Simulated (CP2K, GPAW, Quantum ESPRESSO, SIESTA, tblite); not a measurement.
# SIESTA runs on amorphous carbon (160 atoms)

Aim: run amorphous carbon (160 atoms) in SIESTA and see how near its forces come to a plane-wave reference, and at what cost.

Main program and level: SIESTA 5.4.2; the method is named at each step.

## (1) The structure

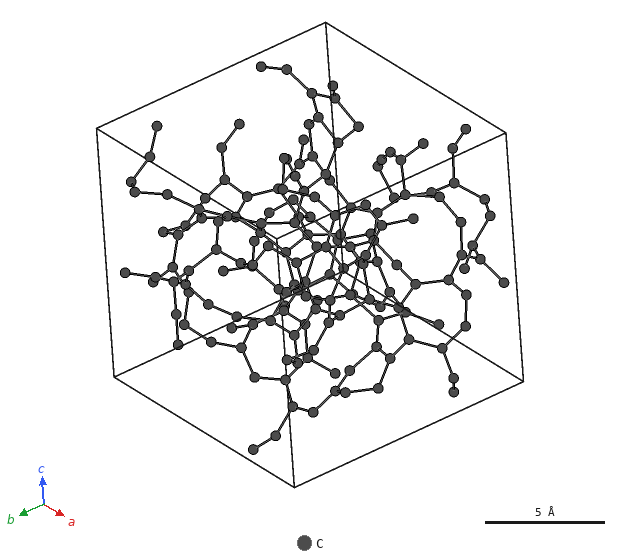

The cell as given, from a free direction (carbon dark grey). Some periodic images of atoms are drawn too.

The cell holds 160 atoms: 160 C. Cell: a = 12.341 Å, b = 12.341 Å, c = 12.341 Å, α = 90.0°, β = 90.0°, γ = 90.0°. 160 atoms (160 C) placed at random at 1.7 g/cm³, melted at 6000 K for 10 ps at fixed volume with the LCBOP (Los and Fasolino, Phys. Rev. B 68, 024107 (2003)). Quenched from 4800 K to 100 K at 500 K/ps and fixed volume, held 5 ps. Then every atom was moved at random, 0.03 Å r.m.s. a Cartesian component.

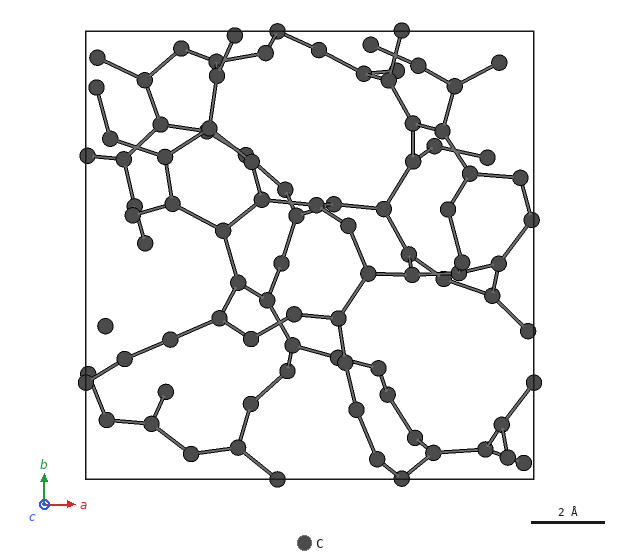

A slice 6 Å thick through the middle of the cell. Bonds to atoms that aren't drawn are left out.

The yardstick, on the same geometry:

| Property | Result |
| --- | --- |
| method | Kohn-Sham DFT, PBE, SSSP efficiency 1.3.0 pseudopotentials, plane waves (Quantum ESPRESSO 7.5); sssp-pbe-1.3.0-efficiency, cutoffs 45/360 Ry, Γ point |
| r.m.s. force component | 2.02 eV/Å |
| longest force | 9.989 eV/Å |
| pressure | -10.11 GPa |
| time | 5.2 min on 4 MPI ranks of Arm Neoverse V1, shared host |
| CPU time | 21 min |

## (2) PBE, DZP, shift 0.01 Ry, mesh 300 Ry

Method: Kohn-Sham DFT, PBE, PseudoDojo 0.4.1 norm-conserving pseudopotentials (converted to PSML), numerical atomic orbitals (DZP), diagonalisation.

The .psml files are PseudoDojo norm-conserving potentials that we converted to this format, checked against plane waves on the same files for H, C, O, Si, Ge and Ca alone.

input.fdf

```
SystemLabel cell
NumberOfAtoms 160
NumberOfSpecies 1
%block ChemicalSpeciesLabel
  1 6 C
%endblock ChemicalSpeciesLabel
LatticeConstant 1.0 Ang
%block LatticeVectors
  12.34060 0.00000 0.00000
  0.00000 12.34060 0.00000
  0.00000 0.00000 12.34060
%endblock LatticeVectors
PAO.BasisSize DZP
PAO.EnergyShift 0.01 Ry
XC.Functional GGA
XC.Authors PBE
MeshCutoff 300 Ry
%block kgrid_Monkhorst_Pack
  1 0 0 0.0
  0 1 0 0.0
  0 0 1 0.0
%endblock kgrid_Monkhorst_Pack
SolutionMethod diagon
OccupationFunction FD
ElectronicTemperature 580 K
SCF.Mixer.Method Pulay
SCF.Mixer.Weight 0.05
SCF.Mixer.History 8
SCF.Mix Hamiltonian
MaxSCFIterations 300
SCF.DM.Tolerance 1e-04
SCF.H.Tolerance 1.0e-3 eV
WriteForces T
Write.HirshfeldPop T
Write.VoronoiPop T
Write.DM F
Write.H F
XML.Write F
AtomicCoordinatesFormat Fractional
%block AtomicCoordinatesAndAtomicSpecies
  0.27587 0.78337 0.66933 1
  0.73203 0.86856 0.03279 1
  0.74236 0.92330 0.74300 1
  0.63610 0.97013 0.69643 1
  0.89210 0.06702 0.47289 1
  0.17876 0.19540 0.25969 1
  0.46517 0.36853 0.72868 1
  0.84697 0.18284 0.02355 1
  0.35691 0.52408 0.02473 1
  0.50254 0.61548 0.81692 1
  0.60433 0.15548 0.64157 1
  0.76845 0.16465 0.10125 1
  0.73933 0.83385 0.91864 1
  0.16715 0.79204 0.35827 1
  0.56297 0.27149 0.48903 1
  0.05476 0.76041 0.65652 1
  0.93968 0.28842 0.85644 1
  0.72346 0.78104 0.10961 1
  0.89656 0.71811 0.29293 1
  0.39305 0.62423 0.59565 1
  0.35192 0.40518 0.01115 1
  0.42814 0.00005 0.40109 1
  0.40509 0.39977 0.44898 1
  0.28255 0.20372 0.22317 1
  0.42744 0.69507 0.78594 1
  0.75942 0.55566 0.17437 1
  0.34031 0.43892 0.53270 1
  0.08679 0.26871 0.60358 1
  0.09404 0.81212 0.97104 1
  0.56783 0.13678 0.75729 1
  0.72855 0.45649 0.55523 1
  0.82352 0.87751 0.66689 1
  0.76185 0.92157 0.85178 1
  0.45522 0.35951 0.17752 1
  0.54621 0.02178 0.76483 1
  0.43274 0.96793 0.78734 1
  0.43690 0.48213 0.35688 1
  0.17918 0.11389 0.82302 1
  0.62078 0.90543 0.35348 1
  0.83295 0.46057 0.60465 1
  0.75135 0.04678 0.13194 1
  0.07915 0.04594 0.79972 1
  0.67095 0.29280 0.87096 1
  0.65343 0.24803 0.42080 1
  0.78978 0.01499 0.92822 1
  0.72697 0.80638 0.22909 1
  0.28517 0.10009 0.75025 1
  0.27038 0.77693 0.31728 1
  0.63073 0.45930 0.62383 1
  0.73078 0.70972 0.41326 1
  0.54412 0.52460 0.99324 1
  0.30665 0.55506 0.56447 1
  0.33284 0.99095 0.72764 1
  0.44541 0.64652 0.27387 1
  0.00555 0.23519 0.43113 1
  0.77587 0.05933 0.43495 1
[... 100 atom lines left out ...]
  0.29848 0.35964 0.60773 1
  0.10376 0.27036 0.19554 1
  0.36895 0.31337 0.68724 1
  0.67627 0.89054 0.46505 1
%endblock AtomicCoordinatesAndAtomicSpecies
```

On the command line:

```sh
$ OMP_NUM_THREADS=1 mpirun -np 4 siesta < input.fdf > output.txt
```

The program printed:

```text
Version         : 5.4.2
reinit: System Name:
reinit: System Label: cell
initatom: Reading input for the pseudopotentials and atomic orbitals ----------
Species number:   1 Atomic number:    6 Label: C
Ground state valence configuration (from tables):   2s02  2p02  3d00  4f00
---- Processing specs for species: C
GGA--PBE XC_GGA_X_PBE--XC_GGA_C_PBE pb
C pseudopotential only contains V_ls up to l=1 -- lmxkb reset.
Using PAO.SplitTailNorm
%block ChemicalSpeciesLabel
    1    6 C                       # Species index, atomic number, species label
%endblock ChemicalSpeciesLabel
%block PAO.Basis                 # Define Basis set
C                     2                    # Species label, number of l-shells
 n=2   0   2                         # n, l, Nzeta
   4.484      3.048
   1.000      1.000
 n=2   1   2 P   1                   # n, l, Nzeta, Polarization, NzetaPol
   5.436      3.692
   1.000      1.000
%endblock PAO.Basis
coor:   Atomic-coordinates input format  =     Fractional
siesta: System type = bulk
initatomlists: Number of atoms, orbitals, and projectors:    160  2080  1280
siesta: ******************** Simulation parameters ****************************
Total number of electrons:   640.000000
Total ionic charge:   640.000000
 Kpoints in:            1 . Kpoints trimmed:            1
siesta: k-grid: Number of k-points = 1
siesta: k-points from Monkhorst-Pack grid
siesta: k-cutoff (effective) =     6.170 Ang
siesta: k-point supercell and displacements
siesta: k-grid:     1     0     0      0.000
siesta: k-grid:     0     1     0      0.000
siesta: k-grid:     0     0     1      0.000
                     ====================================
                        Single-point calculation
                     ====================================
outcell: Unit cell vectors (Ang):
       12.340600    0.000000    0.000000
        0.000000   12.340600    0.000000
        0.000000    0.000000   12.340600
outcell: Cell vector modules (Ang)   :   12.340600   12.340600   12.340600
outcell: Cell angles (23,13,12) (deg):     90.0000     90.0000     90.0000
outcell: Cell volume (Ang**3)        :   1879.3550
Gamma-point calculation with multiply-connected orbital pairs
Gamma-point calculation with multiply-connected orbital pairs
Folding of H and S implicitly performed
Folding of H and S implicitly performed
new_DM -- step:     1
Initializing Density Matrix...
Attempting to read DM from file... Failed...
DM filled with atomic data:
InitMesh: MESH = 144 x 144 x 144 = 2985984
InitMesh: Mesh cutoff (required, used) =   300.000   376.318 Ry
stepf: Fermi-Dirac step function
        iscf     Eharris(eV)        E_KS(eV)     FreeEng(eV)     dDmax    Ef(eV) dHmax(eV)
   scf:    1   -25897.270059   -25994.765152   -25995.145021  1.917674 -5.481099  9.307851
   scf:    2   -26009.463638   -26006.442517   -26006.805935  0.295564 -5.437245  5.108503
   scf:    3   -26010.442783   -26009.483201   -26009.864350  0.282923 -5.404381  4.126538
   scf:    4   -26012.774067   -26011.536706   -26011.919552  0.128605 -5.350515  2.789760
   scf:    5   -26015.194732   -26013.671757   -26014.066733  0.119336 -5.245770  1.989531
   scf:    6   -26016.198633   -26015.094387   -26015.495695  0.027430 -5.109397  1.169810
   scf:    7   -26016.709713   -26016.051677   -26016.459512  0.036500 -4.934959  0.787671
   scf:    8   -26016.416931   -26016.252125   -26016.658983  0.012993 -4.891196  0.459928
   scf:    9   -26016.453516   -26016.366988   -26016.771771  0.013295 -4.860954  0.262960
   scf:   10   -26016.437445   -26016.407307   -26016.810367  0.009060 -4.851078  0.152380
   scf:   11   -26016.429854   -26016.419378   -26016.822025  0.002051 -4.848155  0.091677
   scf:   12   -26016.435690   -26016.428317   -26016.830513  0.001697 -4.847012  0.053008
[...]
scf:   21   -26016.435966   -26016.435959   -26016.838402  0.000118 -4.856593  0.003190
   scf:   22   -26016.435970   -26016.435965   -26016.838419  0.000196 -4.857242  0.002386
   scf:   23   -26016.435952   -26016.435959   -26016.838424  0.000094 -4.857653  0.001780
   scf:   24   -26016.435961   -26016.435960   -26016.838425  0.000053 -4.857885  0.001413
   scf:   25   -26016.435963   -26016.435962   -26016.838426  0.000039 -4.858062  0.000875
SCF Convergence by DM+H criterion
max |DM_out - DM_in|         :     0.0000389744
max |H_out - H_in|      (eV) :     0.0008747564
SCF cycle converged after 25 iterations
Using DM_out to compute the final energy and forces
siesta: E_KS(eV) =           -26016.4360
siesta: E_KS - E_eggbox =    -26016.4360
siesta: Atomic forces (eV/Ang):
     1   -0.237629   -2.522226   -0.116002
     2    0.726925    1.124332   -0.221756
     3   -3.672449    1.025074   -6.382957
     4    1.059773    0.048316    3.003883
     5   -5.849351   -0.243090   -2.319788
     6   -2.205348   -0.113510   -0.369324
     7    0.420265    0.860886    0.057596
     8    3.167489    1.606270   -1.930916
     9   -1.571399   -0.883610   -1.263460
    10    3.193036   -0.177596   -2.945781
    11    0.835134   -0.586878    0.752161
    12   -3.188434    0.713988    3.654728
[...]
156   -1.213252   -3.114200    0.932020
   157   -1.676544   -3.376499    1.700625
   158    0.950190   -0.985929    0.679564
   159   -1.138833   -1.849205   -0.721138
   160    1.436732    0.761600    1.640903
----------------------------------------
   Tot   -0.005487   -0.004007   -0.008285
----------------------------------------
   Max   10.862012
   Res    2.148189    sqrt( Sum f_i^2 / 3N )
----------------------------------------
   Max   10.862012    constrained
Stress tensor Voigt[x,y,z,yz,xz,xy] (kbar):       65.21       70.05       15.27       19.63        8.61       -3.12
(Free)E + p*V (eV/cell)   -26075.6924
Target enthalpy (eV/cell)   -26016.8384
siesta: Program's energy decomposition (eV):
siesta: Ebs     =     -8518.846706
siesta: Eions   =     45145.874890
siesta: Ena     =     12029.116418
siesta: Ekin    =     17399.994468
siesta: Enl     =      -807.556491
siesta: DEna    =      -385.841056
siesta: DUscf   =        31.733044
siesta: Ex      =     -8340.881782
siesta: Ec      =      -797.125672
siesta: Exc     =     -9138.007455
siesta: Eharris =    -26016.435963
siesta: Etot    =    -26016.435962
siesta: FreeEng =    -26016.838426
siesta: Final energy (eV):
siesta:  Band Struct. =   -8518.846706
siesta:       Kinetic =   17399.994468
siesta:       Hartree =   14319.180017
siesta:         Exch. =   -8340.881782
siesta:         Corr. =    -797.125672
siesta:   Exch.-corr. =   -9138.007455
siesta:  Ion-electron =  -44596.015332
siesta:       Ion-ion =   -4001.587660
siesta:         Total =  -26016.435962
siesta:         Fermi =      -4.858062
siesta: Stress tensor (static) (eV/Ang**3):
siesta:     0.040699   -0.001945    0.005376
siesta:    -0.001945    0.043721    0.012255
siesta:     0.005376    0.012255    0.009529
siesta: Cell volume =       1879.355013 Ang**3
siesta: Pressure (static):
siesta:                Solid            Molecule  Units
siesta:          -0.00034107         -0.00012237  Ry/Bohr**3
siesta:          -0.03131606         -0.01123562  eV/Ang**3
siesta:         -50.17385849        -18.00145081  kBar
    Orbital volume contribution        =          60.752364 eV
    (Free)E + p_basis*V_orbitals       =      -25956.086062 eV
    (Free)Eharris+ p_basis*V_orbitals  =      -25956.086063 eV
Hirshfeld Atomic Populations:
Atom #   charge [q] valence [e]  Species
     1     0.022200    3.977800  C
     2    -0.003340    4.003340  C
     3     0.005272    3.994728  C
     4     0.002548    3.997452  C
     5     0.008688    3.991312  C
     6     0.000242    3.999758  C
     7    -0.011818    4.011818  C
     8    -0.024580    4.024580  C
     9     0.013857    3.986143  C
    10     0.014347    3.985653  C
    11     0.027827    3.972173  C
    12     0.010644    3.989356  C
[...]
--------------------
 Total    -0.000042
Voronoi Atomic Populations:
Atom #   charge [q] valence [e]  Species
[...]
156     0.007932    3.992068  C
   157     0.002490    3.997510  C
   158     0.024846    3.975154  C
   159     0.027015    3.972985  C
   160    -0.003720    4.003720  C
--------------------
 Total    -0.000042
```

The job ended after 3.4 min (4 MPI ranks of Arm Neoverse V1, shared host; peak memory 2.7 GiB; 14 min of CPU time).

Banners, paths, timers and routine set-up lines are dropped from the logs unmarked, and long logs keep their key lines alone; longer cuts are marked.

Against the reference:

```
r.m.s. force component                  : 2.148 eV/Å
r.m.s. difference of force components   : 294 meV/Å
longest difference of force vectors     : 1169 meV/Å
force difference over r.m.s. force      : 14.56 %
slope of forces against the reference's : 1.055
correlation of force components         : 0.9919
pressure                                : -5.017 GPa
pressure difference                     : 5.093 GPa
```

This run lies far from the reference in forces at the same functional.

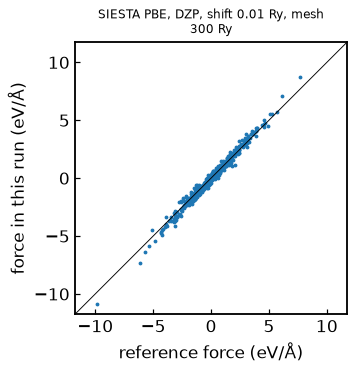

Force components against those of the reference; the line marks equality.

Local excerpt of 10 atoms (numbers count through the whole input) about C23, picked at random; x, y, z are measured from there.

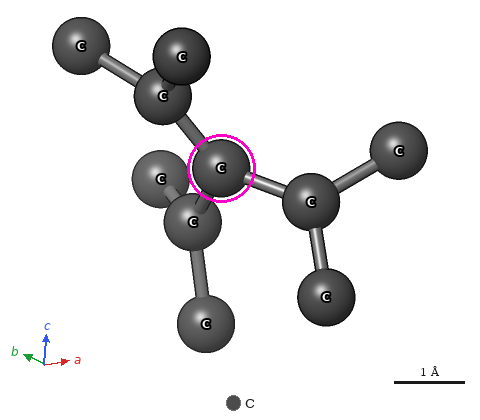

The atoms of the table, within 2.7 Å (arrows a, b, c point along x, y, z); some may hide others; the central atom is ringed.

```
atom      x      y      z  distance (Å)  Hirshfeld charge (e)     Fx     Fy  Fz (eV/Å)
 C23   0.00   0.00   0.00          0.00                  0.00   0.17   3.45      -1.44
 C27  -0.80   0.48   1.03          1.39                  0.01  -0.86   1.47      -1.12
 C87   0.70  -1.24  -0.23          1.44                  0.01   1.55  -1.07       2.47
 C37   0.39   1.02  -1.14          1.57                  0.00  -0.18  -3.60       0.87
C157  -1.32  -0.50   1.96          2.41                  0.00  -1.68  -3.38       1.70
C119   0.56  -1.95  -1.44          2.49                  0.02   0.48  -0.10      -3.26
 C15   1.95  -1.58   0.49          2.56                  0.01   1.60  -0.65      -4.03
C143   0.80   2.33  -0.91          2.63                  0.01  -0.13   1.02      -1.00
 C52  -1.21   1.92   1.43          2.68                  0.00  -0.08   2.18      -1.54
C126   0.52   0.67  -2.58          2.72                 -0.01   0.78   4.70       1.21
```

Forces lie 15 % from the reference's, at 0.66 times its CPU time.

## (3) PBE, SZ, shift 0.01 Ry, mesh 300 Ry

Method: Kohn-Sham DFT, PBE, PseudoDojo 0.4.1 norm-conserving pseudopotentials (converted to PSML), numerical atomic orbitals (SZ), diagonalisation.

input.fdf, as its differences from that of step 2:

```diff
@@ -12,3 +12,3 @@
 %endblock LatticeVectors
-PAO.BasisSize DZP
+PAO.BasisSize SZ
 PAO.EnergyShift 0.01 Ry
```

On the command line:

```sh
$ OMP_NUM_THREADS=1 siesta < input.fdf > output.txt
```

The program printed:

```text
Version         : 5.4.2
reinit: System Name:
reinit: System Label: cell
initatom: Reading input for the pseudopotentials and atomic orbitals ----------
Species number:   1 Atomic number:    6 Label: C
Ground state valence configuration (from tables):   2s02  2p02  3d00  4f00
---- Processing specs for species: C
GGA--PBE XC_GGA_X_PBE--XC_GGA_C_PBE pb
C pseudopotential only contains V_ls up to l=1 -- lmxkb reset.
Using PAO.SplitTailNorm
%block ChemicalSpeciesLabel
    1    6 C                       # Species index, atomic number, species label
%endblock ChemicalSpeciesLabel
%block PAO.Basis                 # Define Basis set
C                     2                    # Species label, number of l-shells
 n=2   0   1                         # n, l, Nzeta
   4.484
   1.000
[... lines left out ...]
Total number of electrons:   640.000000
[... lines left out ...]
stepf: Fermi-Dirac step function
        iscf     Eharris(eV)        E_KS(eV)     FreeEng(eV)     dDmax    Ef(eV) dHmax(eV)
[... lines left out ...]
SCF Convergence by DM+H criterion
[... lines left out ...]
SCF cycle converged after 27 iterations
[... lines left out ...]
   Max   12.613601
[... lines left out ...]
   Max   12.613601    constrained
Stress tensor Voigt[x,y,z,yz,xz,xy] (kbar):     -110.22     -122.96     -190.35       18.60       21.50       -4.24
[... lines left out ...]
Target enthalpy (eV/cell)   -25788.7962
siesta: Program's energy decomposition (eV):
siesta: Ebs     =     -9446.926190
siesta: Eions   =     45145.874890
siesta: Ena     =     12029.116418
siesta: Ekin    =     16240.419706
siesta: Enl     =      -628.441494
siesta: DEna    =       561.319188
siesta: DUscf   =        19.384918
siesta: Ex      =     -8062.071613
siesta: Ec      =      -802.233156
siesta: Exc     =     -8864.304769
siesta: Eharris =    -25788.380918
siesta: Etot    =    -25788.380923
siesta: FreeEng =    -25788.796206
siesta: Final energy (eV):
siesta:  Band Struct. =   -9446.926190
siesta:       Kinetic =   16240.419706
siesta:       Hartree =   13096.439628
siesta:         Exch. =   -8062.071613
siesta:         Corr. =    -802.233156
siesta:   Exch.-corr. =   -8864.304769
siesta:  Ion-electron =  -42259.347828
siesta:       Ion-ion =   -4001.587660
siesta:         Total =  -25788.380923
siesta:         Fermi =      -6.096401
siesta: Stress tensor (static) (eV/Ang**3):
siesta:    -0.068792   -0.002649    0.013418
siesta:    -0.002649   -0.076744    0.011612
siesta:     0.013418    0.011612   -0.118810
siesta: Cell volume =       1879.355013 Ang**3
siesta: Pressure (static):
siesta:                Solid            Molecule  Units
siesta:           0.00095970          0.00126051  Ry/Bohr**3
siesta:           0.08811540          0.11573430  eV/Ang**3
siesta:         141.17643985        185.42678555  kBar
    Orbital volume contribution        =          31.091430 eV
    (Free)E + p_basis*V_orbitals       =      -25757.704776 eV
    (Free)Eharris+ p_basis*V_orbitals  =      -25757.704771 eV
Hirshfeld Atomic Populations:
Atom #   charge [q] valence [e]  Species
     1     0.022154    3.977846  C
     2    -0.013006    4.013006  C
     3    -0.001477    4.001477  C
[...]
--------------------
 Total    -0.000026
Voronoi Atomic Populations:
Atom #   charge [q] valence [e]  Species
[...]
159     0.017544    3.982456  C
   160    -0.008069    4.008069  C
--------------------
 Total    -0.000026
```

Elapsed: 3 min, on 1 thread; peak memory 0.94 GiB.

Numbers from this run, and their distance from the reference:

* r.m.s. force component: 2.587 eV/Å
* r.m.s. difference of force components: 1032 meV/Å
* longest difference of force vectors: 3543 meV/Å
* force difference over r.m.s. force: 51.07 %
* slope of forces against the reference's: 1.19
* correlation of force components: 0.929
* pressure: 14.12 GPa
* pressure difference: 24.23 GPa

This is a coarse setting, run to see what it loses.

Against the first run (15 %), the force difference from the reference is 51 %, at 0.22 times the CPU time (on 1 against 4 cores), with 640 basis functions against 2080: the smaller basis costs accuracy.

[end of part 1 of 2]

[Also dropped from logs without a mark: logging warnings of Python, and SIESTA's first energy breakdown and zero terms.]

[Logs are printed without paths, hosts, clocks, repeated set-up lines and the standing remarks that a program may print on its own settings, such as how far it seeks lower states.]

[Hosts, paths, dates, database ids (printed as entryN), source tags and the programs' standing remarks are cut or masked in the printed files.]
